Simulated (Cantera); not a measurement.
A closed system holds: 1 mol Al, 4.1 mol Cl₂, equilibrated at 10000 Pa.

Method: chemical equilibrium by Gibbs-energy minimisation in Cantera with the NASA 1993 tables (ideal gas, pure condensed phases). Candidate condensed phases: Al, AlCl₃; 8 gas species. Rates play no part.

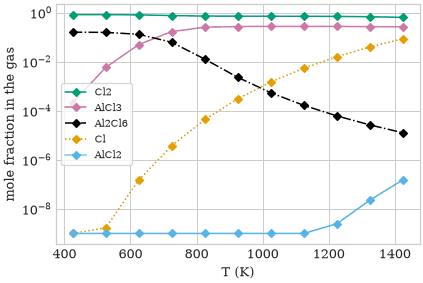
Figure: Equilibrium gas composition (values under 1e-9 drawn at 1e-9)

### Question
Read off the mole fractions at 1125 K.

### Answer
Cl₂ about 0.72, AlCl₃ about 0.28, Cl about 0.0055, Al₂Cl₆ about 0.00017.
